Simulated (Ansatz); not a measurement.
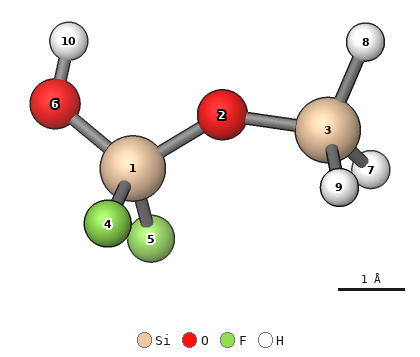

*The starting structure (ball-and-stick view, seen at a tilt; atoms are numbered from 1 in the order of the input).*

Bond lengths as drawn: F–Si 1.58 Å, H–O 0.98 Å, H–Si 1.48 Å and O–Si 1.60 to 1.65 Å.

Run report: Si₂H₄O₂F₂, geometry relaxation (part 1 of 2)

Si₂H₄O₂F₂, computed with RKS PBE0-D4/def2-TZVP (Ansatz 0.2.0).

Figures and captions count atoms from 1; the log counts them from 0 in places.

### Input file
```yaml
crystal:
  periodic: [false, false, false]
  atoms:
    - {symbol: Si, position_ang: [-0.610269, -0.135660, 1.373876]}
    - {symbol: O, position_ang: [-0.202330, -0.451346, -0.163003]}
    - {symbol: Si, position_ang: [-0.484802, -1.530326, -1.377648]}
    - {symbol: F, position_ang: [-0.049708, -1.288178, 2.296655]}
    - {symbol: F, position_ang: [-2.180424, -0.218438, 1.517940]}
    - {symbol: O, position_ang: [-0.060074, 1.289655, 1.836866]}
    - {symbol: H, position_ang: [-1.904066, -1.462956, -1.799754]}
    - {symbol: H, position_ang: [0.397258, -1.134980, -2.503688]}
    - {symbol: H, position_ang: [-0.149445, -2.903800, -0.930554]}
    - {symbol: H, position_ang: [0.460398, 1.791017, 1.179246]}
basis:
  gaussian: {orbitals: def2-TZVP}
hamiltonian: {xc: pbe0, dispersion: d4}
relax: {f_tol: 0.005, max_steps: 200}
```

Hardware: 4 CPU threads, shared host.

Run as:
```bash
ansatz run in.yaml --threads 4 --pin off --events-out ev --progress --plain --max-ram 41984MiB --backend cuda --devices 0, --max-vram 37GiB
```

### Output
```
Functional definition: PBE0
  name "PBE0"
  cite "Adamo & Barone, J. Chem. Phys. 110, 6158 (1999) doi:10.1063/1.478522"
  cite "Perdew, Burke & Ernzerhof, Phys. Rev. Lett. 77, 3865 (1996) doi:10.1103/PhysRevLett.77.3865"
  parent pbe
  parameter a = 0.25
  parameter kappa = 0.804
  parameter beta = 0.06672455060314922
  exchange = (1 - a)*pbe_x(kappa = kappa, mu = beta*pi^2/3) + a*exact_x
  correlation = pbe_c(beta = beta)
1326 factors; their error is unknown
mean field evaluation 1: about -25335.5814 eV, gradient 7.9e1 eV
mean field evaluation 2: about -25325.2331 eV, gradient 1.1e2 eV
mean field evaluation 4: about -25344.4329 eV, gradient 5.3e0 eV
mean field evaluation 8: about -25344.4696 eV, gradient 7.1e-2 eV
mean field evaluation 16: about -25344.5672 eV, gradient 3.4e-5 eV
mean field -25344.56721060 eV, -931.3956658248 hartree, gradient 3.4e-5 eV, S^2 0.000000; 0 other end points of the search recorded, 0 dependent functions left out
the calculation of the forces begins
reference -25344.56724273 eV, -931.3956670057 hartree; 33, 33 occupied and 189, 189 virtual orbitals, 1326 factors
relax step   1: F+E_penalty+E_count = -25344.76567132 eV  Δ(F+E_penalty+E_count) = +0.000e0 eV  max|allowed force component| = 8.944e-1 eV/Å  Δτ_max = 0.0000 Å  (27 SCF iters, accepted)
these checks for a lower state are left out or cut short: starts, cluster_reference, orbital_swaps, neighbouring_geometries, increment
1326 factors; their error is unknown
mean field -25344.58523990 eV, -931.3963283893 hartree, gradient 8.4e-6 eV, S^2 0.000000; 0 other end points of the search recorded, 0 dependent functions left out
[... from here on the field's lines of each further geometry are left out, up to the last ...]
relax step   2: F+E_penalty+E_count = -25344.78360835 eV  Δ(F+E_penalty+E_count) = -1.794e-2 eV  max|allowed force component| = 5.593e-1 eV/Å  Δτ_max = 0.0105 Å  (31 SCF iters, accepted)
relax step   3: F+E_penalty+E_count = -25344.79073074 eV  Δ(F+E_penalty+E_count) = -7.122e-3 eV  max|allowed force component| = 9.935e-2 eV/Å  Δτ_max = 0.0141 Å  (31 SCF iters, accepted)
relax step   4: F+E_penalty+E_count = -25344.79326303 eV  Δ(F+E_penalty+E_count) = -2.532e-3 eV  max|allowed force component| = 9.525e-2 eV/Å  Δτ_max = 0.0379 Å  (30 SCF iters, accepted)
relax step   5: F+E_penalty+E_count = -25344.79474143 eV  Δ(F+E_penalty+E_count) = -1.478e-3 eV  max|allowed force component| = 3.352e-2 eV/Å  Δτ_max = 0.0453 Å  (30 SCF iters, accepted)
relax step   6: F+E_penalty+E_count = -25344.79534843 eV  Δ(F+E_penalty+E_count) = -6.070e-4 eV  max|allowed force component| = 5.041e-3 eV/Å  Δτ_max = 0.0187 Å  (31 SCF iters, accepted)
relax step   7: F+E_penalty+E_count = -25344.79546862 eV  Δ(F+E_penalty+E_count) = -1.202e-4 eV  max|allowed force component| = 2.294e-3 eV/Å  Δτ_max = 0.0151 Å  (31 SCF iters, accepted)
relax step   8: F+E_penalty+E_count = -25344.79554058 eV  Δ(F+E_penalty+E_count) = -7.196e-5 eV  max|allowed force component| = 9.870e-3 eV/Å  Δτ_max = 0.0213 Å  (31 SCF iters, accepted)
relax step   9: F+E_penalty+E_count = -25344.79540858 eV  Δ(F+E_penalty+E_count) = +1.320e-4 eV  max|allowed force component| = 3.222e-2 eV/Å  Δτ_max = 0.0320 Å  (30 SCF iters, rejected (line search))
relax step  10: F+E_penalty+E_count = -25344.79559590 eV  Δ(F+E_penalty+E_count) = -5.532e-5 eV  max|allowed force component| = 7.837e-3 eV/Å  Δτ_max = 0.0156 Å  (31 SCF iters, accepted)
relax step  11: F+E_penalty+E_count = -25344.79561564 eV  Δ(F+E_penalty+E_count) = -1.973e-5 eV  max|allowed force component| = 1.292e-2 eV/Å  Δτ_max = 0.0071 Å  (32 SCF iters, accepted)
relax step  12: F+E_penalty+E_count = -25344.79090333 eV  Δ(F+E_penalty+E_count) = +4.712e-3 eV  max|allowed force component| = 2.530e-1 eV/Å  Δτ_max = 0.1465 Å  (29 SCF iters, rejected (line search))
relax step  13: F+E_penalty+E_count = -25344.79564051 eV  Δ(F+E_penalty+E_count) = -2.487e-5 eV  max|allowed force component| = 5.935e-2 eV/Å  Δτ_max = 0.0137 Å  (31 SCF iters, accepted)
relax step  14: F+E_penalty+E_count = -25344.79598464 eV  Δ(F+E_penalty+E_count) = -3.441e-4 eV  max|allowed force component| = 6.873e-2 eV/Å  Δτ_max = 0.0334 Å  (30 SCF iters, accepted)
relax step  15: F+E_penalty+E_count = -25344.79538253 eV  Δ(F+E_penalty+E_count) = +6.021e-4 eV  max|allowed force component| = 1.536e-1 eV/Å  Δτ_max = 0.0795 Å  (30 SCF iters, rejected (line search))
relax step  16: F+E_penalty+E_count = -25344.79597934 eV  Δ(F+E_penalty+E_count) = +5.306e-6 eV  max|allowed force component| = 1.534e-1 eV/Å  Δτ_max = 0.0398 Å  (31 SCF iters, rejected (line search))
relax step  17: F+E_penalty+E_count = -25344.79633813 eV  Δ(F+E_penalty+E_count) = -3.535e-4 eV  max|allowed force component| = 1.801e-2 eV/Å  Δτ_max = 0.0192 Å  (31 SCF iters, accepted)
relax step  18: F+E_penalty+E_count = -25344.79492453 eV  Δ(F+E_penalty+E_count) = +1.414e-3 eV  max|allowed force component| = 3.249e-1 eV/Å  Δτ_max = 0.0538 Å  (30 SCF iters, rejected (line search))
relax step  19: F+E_penalty+E_count = -25344.79671819 eV  Δ(F+E_penalty+E_count) = -3.801e-4 eV  max|allowed force component| = 3.740e-2 eV/Å  Δτ_max = 0.0269 Å  (30 SCF iters, accepted)
relax step  20: F+E_penalty+E_count = -25344.79703371 eV  Δ(F+E_penalty+E_count) = -3.155e-4 eV  max|allowed force component| = 8.047e-2 eV/Å  Δτ_max = 0.0273 Å  (31 SCF iters, accepted)
relax step  21: F+E_penalty+E_count = -25344.79756017 eV  Δ(F+E_penalty+E_count) = -5.265e-4 eV  max|allowed force component| = 6.765e-2 eV/Å  Δτ_max = 0.0422 Å  (30 SCF iters, accepted)
relax step  22: F+E_penalty+E_count = -25344.79900261 eV  Δ(F+E_penalty+E_count) = -1.442e-3 eV  max|allowed force component| = 3.679e-2 eV/Å  Δτ_max = 0.0633 Å  (30 SCF iters, accepted)
relax step  23: F+E_penalty+E_count = -25344.79913155 eV  Δ(F+E_penalty+E_count) = -1.289e-4 eV  max|allowed force component| = 5.352e-2 eV/Å  Δτ_max = 0.0240 Å  (30 SCF iters, accepted)
relax step  24: F+E_penalty+E_count = -25344.79975909 eV  Δ(F+E_penalty+E_count) = -6.275e-4 eV  max|allowed force component| = 6.322e-3 eV/Å  Δτ_max = 0.0566 Å  (30 SCF iters, accepted)
relax step  25: F+E_penalty+E_count = -25344.79333985 eV  Δ(F+E_penalty+E_count) = +6.419e-3 eV  max|allowed force component| = 7.480e-1 eV/Å  Δτ_max = 0.1023 Å  (30 SCF iters, rejected (line search))
relax step  26: F+E_penalty+E_count = -25344.79982876 eV  Δ(F+E_penalty+E_count) = -6.968e-5 eV  max|allowed force component| = 2.830e-2 eV/Å  Δτ_max = 0.0214 Å  (31 SCF iters, accepted)
relax step  27: F+E_penalty+E_count = -25344.79988346 eV  Δ(F+E_penalty+E_count) = -5.469e-5 eV  max|allowed force component| = 1.884e-2 eV/Å  Δτ_max = 0.0064 Å  (32 SCF iters, accepted)
relax step  28: F+E_penalty+E_count = -25344.79996729 eV  Δ(F+E_penalty+E_count) = -8.383e-5 eV  max|allowed force component| = 6.146e-3 eV/Å  Δτ_max = 0.0210 Å  (31 SCF iters, accepted)
relax step  29: F+E_penalty+E_count = -25344.79998399 eV  Δ(F+E_penalty+E_count) = -1.670e-5 eV  max|allowed force component| = 2.668e-3 eV/Å  Δτ_max = 0.0088 Å  (32 SCF iters, accepted)
relax step  30: F+E_penalty+E_count = -25344.79997803 eV  Δ(F+E_penalty+E_count) = +5.960e-6 eV  max|allowed force component| = 1.446e-2 eV/Å  Δτ_max = 0.0149 Å  (31 SCF iters, rejected (line search))
the calculation of the forces begins
reference -25344.60332226 eV, -931.3969929039 hartree; 33, 33 occupied and 189, 189 virtual orbitals, 1326 factors
relax step  31: F+E_penalty+E_count = -25344.79998659 eV  Δ(F+E_penalty+E_count) = -2.601e-6 eV  max|allowed force component| = 4.896e-3 eV/Å  Δτ_max = 0.0073 Å  (32 SCF iters, accepted)
```

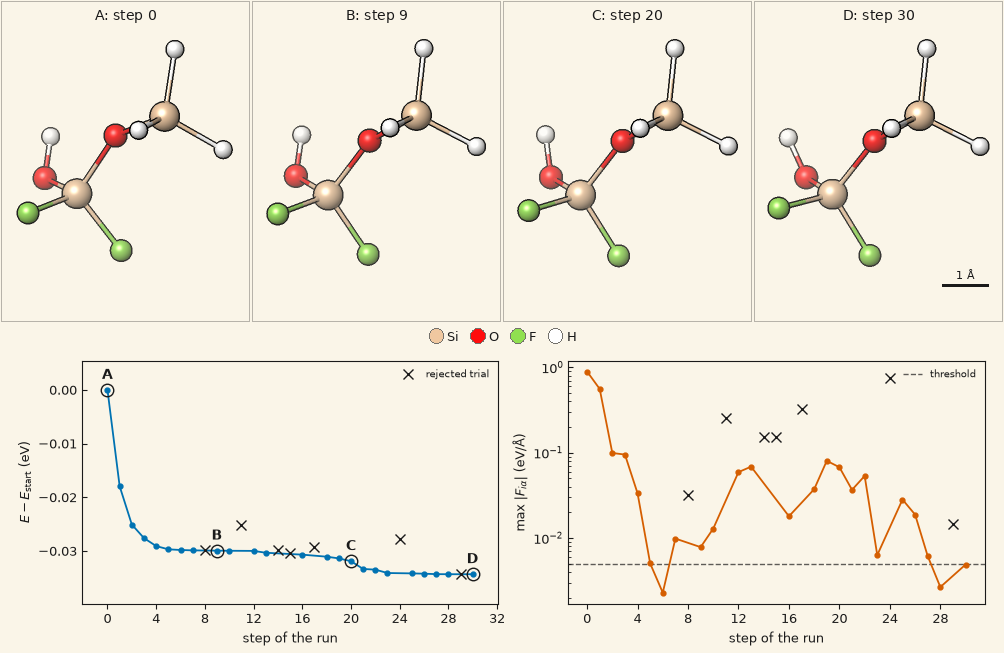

*Frames of the relaxation (ball-and-stick view, seen at a tilt) above the curves, on which the letters mark them (the first geometry is step 0 here and step 1 in the log).*

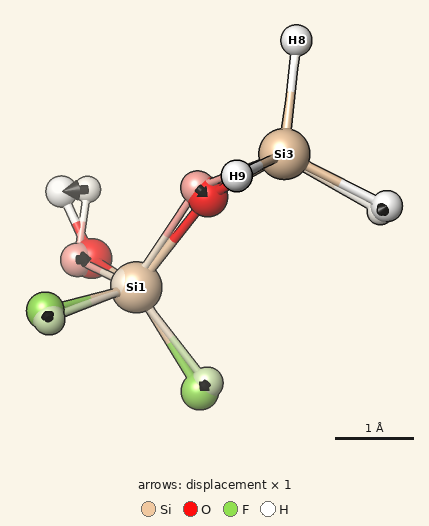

*Start (faint) and end (solid) with the displacements as black arrows, at true length (ball-and-stick view, seen at a tilt). The two geometries are laid on each other by the best rigid fit.*

The largest move after the best rigid fit is that of H10, 0.35 Å. Largest moves by element: H 0.35 Å, O 0.21 Å, F 0.15 Å, Si 0.06 Å. Among the contacts that change: Si1–O2 1.621 → 1.601 Å, O6–H10 0.977 → 0.957 Å, Si1–O6 1.596 → 1.610 Å, Si1–F5 1.579 → 1.573 Å. Among the angles that change: Si1–O2–Si3 141.5° → 149.7°, F5–Si1–O6 111.3° → 106.7°, Si1–O6–H10 116.5° → 119.3°. After 30 geometry steps the energy has fallen by 0.034 eV. Largest force component: 0.89 eV/Å at the start, 0.0049 eV/Å at the end. The line search rejected the trial steps at points 8, 11, 14, 15, 17, 24, 29 (counted from 0) and went back. (Atoms are counted from 1 in the order of the input.)

```
1326 factors; their error is unknown
mean field -25344.60328970 eV, -931.3969917075 hartree, gradient 4.4e-5 eV, S^2 0.000000; 1 other end points of the search recorded, 0 dependent functions left out
the calculation of the forces begins
reference -25344.60332226 eV, -931.3969929039 hartree; 33, 33 occupied and 189, 189 virtual orbitals, 1326 factors
Total energy: -25344.80001915 eV, -931.4042213811 hartree
Atom 0 at    -0.659924    -0.109169     1.346154 Å, force     0.000734     0.000956    -0.000103 eV/Å
Atom 1 at    -0.375374    -0.491047    -0.182187 Å, force     0.000011     0.000170     0.001074 eV/Å
Atom 2 at    -0.501437    -1.560537    -1.424557 Å, force     0.002227     0.001370    -0.002362 eV/Å
Atom 3 at     0.051857    -1.172169     2.273202 Å, force    -0.000091     0.000513    -0.000067 eV/Å
Atom 4 at    -2.198201    -0.184357     1.667691 Å, force    -0.000355     0.000081     0.000066 eV/Å
Atom 5 at    -0.186378     1.388056     1.703069 Å, force     0.004498    -0.000246    -0.002038 eV/Å
Atom 6 at    -1.897178    -1.573031    -1.924606 Å, force    -0.000046    -0.001741     0.001328 eV/Å
Atom 7 at     0.418602    -1.109613    -2.494757 Å, force     0.000169     0.000794    -0.000286 eV/Å
Atom 8 at    -0.117068    -2.916645    -0.962055 Å, force    -0.002249    -0.000252     0.000697 eV/Å
Atom 9 at     0.681638     1.683500     1.427983 Å, force    -0.004896    -0.001645     0.001691 eV/Å
Dipole moment:     0.362594     0.075519    -0.376117 e Å
```

### Trajectory as extended XYZ (Å, eV, eV/Å), 31 frames, from step=1 to step=31
```
10
Properties=species:S:1:pos:R:3:forces:R:3 step=1 energy=-25344.76567
Si   -0.6103   -0.1357    1.3739   -0.1195  -0.8840  -0.6939
O    -0.2023   -0.4513   -0.1630   -0.1488   0.1113   0.4313
Si   -0.4848   -1.5303   -1.3776    0.1358   0.0813  -0.0985
F    -0.0497   -1.2882    2.2967   -0.0087   0.1631   0.0513
F    -2.1804   -0.2184    1.5179    0.0682   0.1247   0.0857
O    -0.0601    1.2897    1.8369    0.6534   0.8944  -0.5132
H    -1.9041   -1.4630   -1.7998   -0.0216  -0.0035   0.0205
H     0.3973   -1.1350   -2.5037   -0.0348  -0.0318   0.0127
H    -0.1494   -2.9038   -0.9306   -0.0179  -0.0054   0.0209
H     0.4604    1.7910    1.1792   -0.5060  -0.4502   0.6833
10
Properties=species:S:1:pos:R:3:forces:R:3 step=2 energy=-25344.78361
Si   -0.6106   -0.1407    1.3697   -0.0662  -0.5593  -0.4466
O    -0.2039   -0.4536   -0.1625   -0.0990   0.0711   0.2852
Si   -0.4794   -1.5276   -1.3831    0.0368   0.0119  -0.0441
F    -0.0490   -1.2836    2.3022   -0.0042   0.1177   0.0329
F    -2.1797   -0.2131    1.5232    0.0521   0.0911   0.0585
O    -0.0583    1.2904    1.8323    0.2070   0.3412  -0.0990
H    -1.9021   -1.4644   -1.7964   -0.0037   0.0123  -0.0014
H     0.3988   -1.1371   -2.5117   -0.0126  -0.0102   0.0116
H    -0.1535   -2.9019   -0.9303    0.0103   0.0014   0.0039
H     0.4543    1.7867    1.1866   -0.1204  -0.0773   0.1990
10
Properties=species:S:1:pos:R:3:forces:R:3 step=3 energy=-25344.79073
Si   -0.6125   -0.1496    1.3652    0.0112  -0.0569  -0.0436
O    -0.2112   -0.4611   -0.1591   -0.0416  -0.0235   0.0272
Si   -0.4789   -1.5293   -1.3872    0.0108  -0.0067  -0.0313
F    -0.0485   -1.2776    2.3119    0.0016   0.0476   0.0127
F    -2.1797   -0.2051    1.5348    0.0216   0.0400   0.0227
O    -0.0560    1.2902    1.8264   -0.0800  -0.0993   0.0684
H    -1.9011   -1.4603   -1.8030    0.0071  -0.0050   0.0029
H     0.3996   -1.1376   -2.5131    0.0083   0.0107   0.0006
H    -0.1477   -2.9029   -0.9354   -0.0069   0.0035  -0.0028
H     0.4525    1.7883    1.1893    0.0679   0.0897  -0.0568
10
Properties=species:S:1:pos:R:3:forces:R:3 step=4 energy=-25344.79326
Si   -0.6152   -0.1494    1.3734   -0.0360  -0.0953   0.0028
O    -0.2368   -0.4865   -0.1475    0.0162   0.0278  -0.0179
Si   -0.4795   -1.5338   -1.3940   -0.0201  -0.0486  -0.0272
F    -0.0485   -1.2687    2.3289    0.0101   0.0467   0.0152
F    -2.1807   -0.1926    1.5608    0.0118   0.0440   0.0254
O    -0.0483    1.2904    1.8148   -0.0499  -0.0329   0.0865
H    -1.8967   -1.4682   -1.8260    0.0005  -0.0058  -0.0018
H     0.4085   -1.1195   -2.5025    0.0245   0.0178  -0.0184
H    -0.1442   -2.9114   -0.9586   -0.0046  -0.0028  -0.0068
H     0.4579    1.7947    1.1806    0.0476   0.0490  -0.0577
10
Properties=species:S:1:pos:R:3:forces:R:3 step=5 energy=-25344.79474
Si   -0.6205   -0.1512    1.3846    0.0047   0.0057  -0.0255
O    -0.2619   -0.5115   -0.1376   -0.0317  -0.0283   0.0224
Si   -0.4797   -1.5414   -1.4062    0.0024   0.0204   0.0335
F    -0.0462   -1.2515    2.3570   -0.0028   0.0032  -0.0228
F    -2.1830   -0.1697    1.5999    0.0245  -0.0034  -0.0146
O    -0.0412    1.2910    1.8064   -0.0136  -0.0123   0.0175
H    -1.8919   -1.4853   -1.8557    0.0057   0.0169  -0.0030
H     0.4233   -1.0962   -2.4940   -0.0111  -0.0040   0.0133
H    -0.1446   -2.9265   -0.9946    0.0156   0.0102   0.0054
H     0.4622    1.7973    1.1702    0.0063  -0.0084  -0.0262
10
Properties=species:S:1:pos:R:3:forces:R:3 step=6 energy=-25344.79535
Si   -0.6238   -0.1511    1.3876   -0.0050   0.0028   0.0038
O    -0.2749   -0.5127   -0.1345   -0.0040  -0.0018   0.0021
Si   -0.4801   -1.5402   -1.4044    0.0003  -0.0010  -0.0032
F    -0.0488   -1.2548    2.3549    0.0009   0.0000  -0.0028
F    -2.1849   -0.1638    1.6086    0.0019  -0.0005   0.0002
O    -0.0359    1.2895    1.8034    0.0033   0.0009  -0.0023
H    -1.8898   -1.4871   -1.8617    0.0018   0.0006   0.0005
H     0.4240   -1.0880   -2.4875    0.0003  -0.0004   0.0018
H    -0.1340   -2.9223   -0.9925    0.0015   0.0037   0.0008
H     0.4647    1.7854    1.1560   -0.0008  -0.0043  -0.0008
10
Properties=species:S:1:pos:R:3:forces:R:3 step=7 energy=-25344.79547
Si   -0.6273   -0.1500    1.3892   -0.0008   0.0009  -0.0011
O    -0.2897   -0.5099   -0.1356   -0.0012   0.0007   0.0006
Si   -0.4806   -1.5398   -1.4053    0.0005  -0.0013  -0.0005
F    -0.0483   -1.2573    2.3503   -0.0004   0.0009  -0.0013
F    -2.1866   -0.1583    1.6212    0.0002   0.0000   0.0023
O    -0.0326    1.2888    1.8019   -0.0001  -0.0012  -0.0003
H    -1.8875   -1.4949   -1.8713    0.0000  -0.0005  -0.0006
H     0.4276   -1.0840   -2.4835    0.0003   0.0004   0.0012
H    -0.1287   -2.9191   -0.9892    0.0005   0.0010   0.0000
H     0.4701    1.7794    1.1522    0.0011  -0.0010  -0.0002
10
Properties=species:S:1:pos:R:3:forces:R:3 step=8 energy=-25344.79554
Si   -0.6321   -0.1479    1.3905    0.0005  -0.0017   0.0050
O    -0.3103   -0.5053   -0.1380   -0.0078  -0.0020   0.0013
Si   -0.4820   -1.5402   -1.4061    0.0080   0.0067  -0.0099
F    -0.0480   -1.2603    2.3427   -0.0005  -0.0008  -0.0013
F    -2.1888   -0.1500    1.6392    0.0026   0.0009  -0.0013
O    -0.0280    1.2880    1.8004   -0.0026  -0.0002  -0.0039
H    -1.8845   -1.5083   -1.8866   -0.0001  -0.0011   0.0069
H     0.4315   -1.0775   -2.4768    0.0008  -0.0034  -0.0014
H    -0.1207   -2.9155   -0.9849   -0.0024   0.0014   0.0027
H     0.4794    1.7721    1.1494    0.0014   0.0003   0.0019
10
Properties=species:S:1:pos:R:3:forces:R:3 step=9 energy=-25344.79541 accepted=F
Si   -0.6397   -0.1452    1.3905   -0.0004  -0.0086   0.0076
O    -0.3397   -0.4941   -0.1441    0.0065   0.0127  -0.0092
Si   -0.4808   -1.5366   -1.4092   -0.0290  -0.0293   0.0322
F    -0.0489   -1.2683    2.3264   -0.0033   0.0030  -0.0015
F    -2.1925   -0.1392    1.6613    0.0096   0.0019  -0.0022
O    -0.0227    1.2857    1.7995    0.0026   0.0056  -0.0183
H    -1.8816   -1.5299   -1.8966    0.0148   0.0119  -0.0161
H     0.4397   -1.0716   -2.4728   -0.0082   0.0036  -0.0027
H    -0.1108   -2.9046   -0.9718    0.0123   0.0007  -0.0076
H     0.4935    1.7587    1.1467   -0.0050  -0.0014   0.0179
```
